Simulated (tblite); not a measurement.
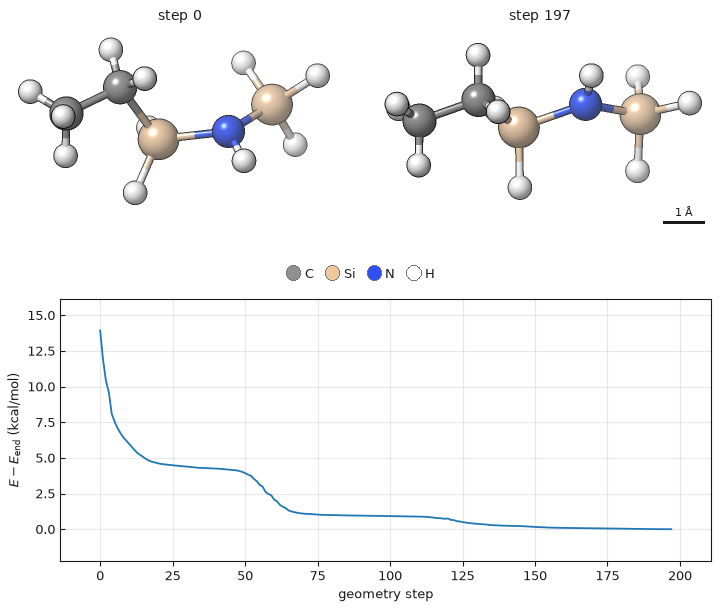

First and last geometry of a relaxation of C₂H₁₁NSi₂, with the history of the run. The picture is a ball-and-stick view, seen at a tilt.

The calculation used GFN2-xTB geometry optimisation, gas phase (tblite 0.8.0). 

What do the curves and the structures tell?

It converged. An H atom moves most after the best rigid fit: 2.11 Å. By element the largest moves are H 2.11 Å, N 0.75 Å, C 0.52 Å, Si 0.36 Å. Among the contacts that change: N–Si 1.782 → 1.731 Å, H–Si 1.493 → 1.464 Å, N–Si 1.754 → 1.730 Å, C–Si 1.875 → 1.899 Å. Among the angles between lasting bonds that change: Si–N–Si 115.5° → 128.1°, N–Si–H 115.2° → 106.8°, C–Si–H 105.5° → 111.2°. Groups turn about C–C by about 60°, C–Si by about 35°. Over 197 geometry steps the energy falls by 13.9 kcal/mol. Cost: 0.89 s on 1 thread of Arm Neoverse V2, on a shared host.

```json
{"step": "0", "E − E(0), kcal/mol": "0.00"}
{"step": "1", "E − E(0), kcal/mol": "-2.05"}
{"step": "2", "E − E(0), kcal/mol": "-3.52"}
{"step": "3", "E − E(0), kcal/mol": "-4.33"}
{"step": "4", "E − E(0), kcal/mol": "-5.85"}
{"step": "5", "E − E(0), kcal/mol": "-6.40"}
{"step": "6", "E − E(0), kcal/mol": "-6.83"}
{"step": "7", "E − E(0), kcal/mol": "-7.19"}
{"step": "8", "E − E(0), kcal/mol": "-7.49"}
{"step": "9", "E − E(0), kcal/mol": "-7.72"}
{"step": "10", "E − E(0), kcal/mol": "-7.94"}
{"step": "20", "E − E(0), kcal/mol": "-9.31"}
{"step": "30", "E − E(0), kcal/mol": "-9.54"}
{"step": "40", "E − E(0), kcal/mol": "-9.68"}
{"step": "49", "E − E(0), kcal/mol": "-9.91"}
{"step": "59", "E − E(0), kcal/mol": "-11.54"}
{"step": "69", "E − E(0), kcal/mol": "-12.81"}
{"step": "79", "E − E(0), kcal/mol": "-12.94"}
{"step": "89", "E − E(0), kcal/mol": "-12.98"}
{"step": "99", "E − E(0), kcal/mol": "-13.01"}
{"step": "108", "E − E(0), kcal/mol": "-13.04"}
{"step": "118", "E − E(0), kcal/mol": "-13.17"}
{"step": "128", "E − E(0), kcal/mol": "-13.52"}
{"step": "138", "E − E(0), kcal/mol": "-13.67"}
{"step": "148", "E − E(0), kcal/mol": "-13.75"}
{"step": "158", "E − E(0), kcal/mol": "-13.83"}
{"step": "167", "E − E(0), kcal/mol": "-13.85"}
{"step": "177", "E − E(0), kcal/mol": "-13.89"}
{"step": "187", "E − E(0), kcal/mol": "-13.92"}
{"step": "197", "E − E(0), kcal/mol": "-13.93"}
```
